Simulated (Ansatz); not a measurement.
CH10N2OSi2: several calculations on one system

## 1. Relaxation

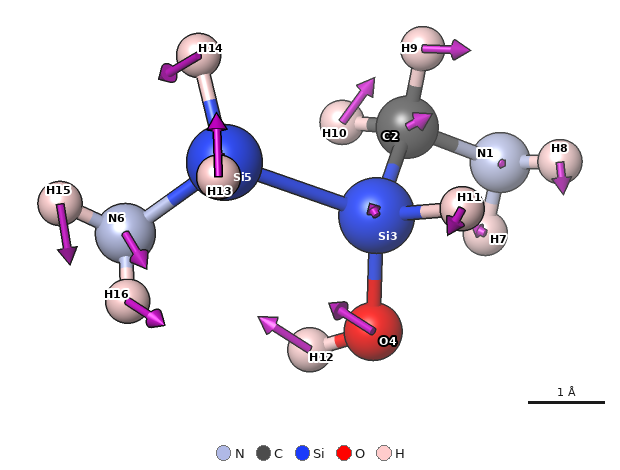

A relaxation of CH₁₀N₂OSi₂. The starting structure is drawn; purple arrows show the displacements, at their true length. The two geometries are superimposed by the best rigid fit.

The picture is a ball-and-stick view, seen at a tilt.

The run prepares an end point of a later path (torsion) calculation, from a guessed geometry.

Computed with Ansatz 0.2.0, RKS PBE0-D4/def2-SVP. Settings: no spin polarisation; force threshold 0.015 eV/Å; at most 40 steps.

> What happened in the run?

The largest moves after the best rigid fit, 0.88 Å, are those of H13 and H14. By element the largest moves are H 0.88 Å, O 0.85 Å, N 0.65 Å, C 0.41 Å, Si 0.22 Å. Some distances before and after: Si3–O4 1.611 → 1.680 Å, Si5–N6 1.701 → 1.768 Å, N1–C2 1.527 → 1.462 Å, N1–H8 0.979 → 1.019 Å. Bond angles that change, for instance: O4–Si3–Si5 112.9° → 98.7°, N6–Si5–H13 102.5° → 115.2°, Si3–Si5–N6 111.4° → 99.0°. Groups turn about Si3–O4 by about 50°, Si3–Si5 by about 50°. Over 17 accepted moves (18 points after the start) the energy falls by 16.0 kcal/mol. The largest force component goes from 2.8 to 0.012 eV/Å. The line search rejected the trial step at point 9 of the run.

## 2. Relaxation

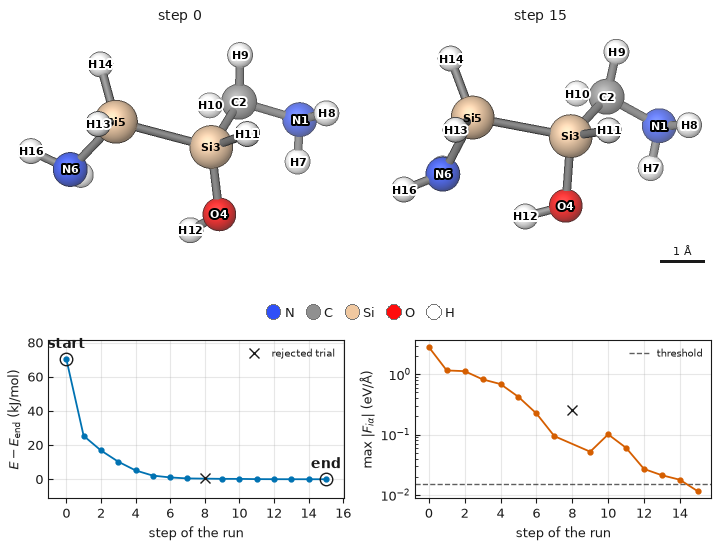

First and last geometry of a relaxation of CH10N2OSi2, with the history of the run. The picture is a ball-and-stick view, seen at a tilt.

The run prepares an end point of a later path (torsion) calculation, from a guessed geometry.

All numbers below come from RKS PBE0-D4/def2-SVP (Ansatz 0.2.0).

Input
```yaml
crystal:
  periodic: [false, false, false]
  atoms:
    - { symbol: "N", position_ang: [2.4958, -1.0721, -1.2726] }
    - { symbol: C, position_ang: [1.5817, 0.0475, -0.779] }
    - { symbol: Si, position_ang: [0.329, -0.5749, 0.4889] }
    - { symbol: O, position_ang: [-0.422, -1.8884, -0.0644] }
    - { symbol: Si, position_ang: [-1.1255, 1.1703, 0.9516] }
    - { symbol: "N", position_ang: [-2.5773, 1.0141, 0.0796] }
    - { symbol: H, position_ang: [1.8981, -1.786, -1.6468] }
    - { symbol: H, position_ang: [3.0226, -1.4185, -0.5242] }
    - { symbol: H, position_ang: [2.2182, 0.8534, -0.3059] }
    - { symbol: H, position_ang: [1.0497, 0.4883, -1.6024] }
    - { symbol: H, position_ang: [1.0828, -0.9882, 1.7509] }
    - { symbol: H, position_ang: [-1.1295, -1.7001, -0.7399] }
    - { symbol: H, position_ang: [-1.6004, 1.1995, 2.3709] }
    - { symbol: H, position_ang: [-0.5844, 2.5057, 0.624] }
    - { symbol: H, position_ang: [-2.38296, 0.8854, -0.88659] }
    - { symbol: H, position_ang: [-3.05288, 1.90512, 0.10648] }
basis:
  gaussian: { orbitals: def2-SVP }
hamiltonian:
  xc: pbe0
  dispersion: d4
relax:
  f_tol: 0.015
  max_steps: 40
output:
  orbitals: {}
```

Command:
```bash
ansatz run input.yaml --threads 2 --pin off --max-ram 3072MiB --backend cpu --events-out ev --progress --plain --runs-dir out
```

> Did the run converge, and what did it change?

It converged. H16 moves most after the best rigid fit: 0.95 Å. Largest moves by element: H 0.95 Å, O 0.40 Å, N 0.36 Å, Si 0.25 Å, C 0.21 Å. Among the contacts that change: Si3–O4 1.611 → 1.680 Å, Si5–N6 1.701 → 1.768 Å, N1–C2 1.527 → 1.463 Å, N1–H8 0.979 → 1.019 Å. Bond angles that change, for instance: O4–Si3–Si5 112.9° → 99.0°, Si3–Si5–N6 111.4° → 98.4°, C2–Si3–Si5 107.6° → 118.1°. Groups turn about Si3–O4 by about 40°, Si5–N6 by about 30°. After 14 accepted moves (15 points after the start) the energy has fallen by 70.4 kJ/mol. The largest force component goes from 2.8 to 0.012 eV/Å. The line search rejected the trial step at point 8 of the run. The run took 71 s on 2 threads of Arm Neoverse V2, on a shared host, peak memory 0.41 GiB.

## 3. Path

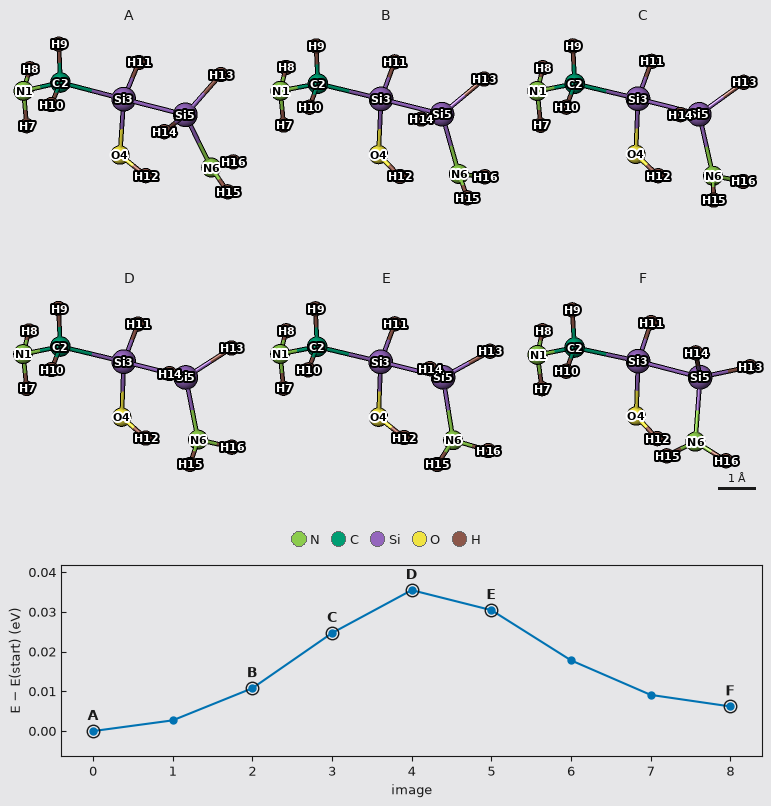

A search for the minimum-energy path of CH10N2OSi2 by the nudged elastic band. Images are numbered from 0 (start) to 8 (end). Frames A to F are images 0, 2, 3, 4, 5, 8. Style: ball-and-stick. Shown from a free direction.

Theory: RKS PBE0-D4/def2-SVP in Ansatz. Run with 7 movable images; climbing image; force threshold 0.05 eV/Å; iteration limit 42; starting path through a guess of the saddle point.

**Describe the mechanism and the energy profile.**

Forward barrier 0.035 eV, backward barrier 0.029 eV, with image 4 at the top; the reaction energy is +0.006 eV. The motion is a rotation about the Si5–N6 bond by about 85°, with a turn of about 50° about Si3–Si5. No bond forms or breaks between the ends. Bond angles that change up to the highest image, for instance: N6–Si5–H13 115.2° → 109.6°, N6–Si5–H14 105.3° → 109.1°. The band is converged. At the top, the vibrational analysis gives one imaginary mode (164i cm⁻¹), as a transition state must have.

The run took 5.6 min on 2 threads of Arm Neoverse V2, on a shared host, peak memory 0.41 GiB.
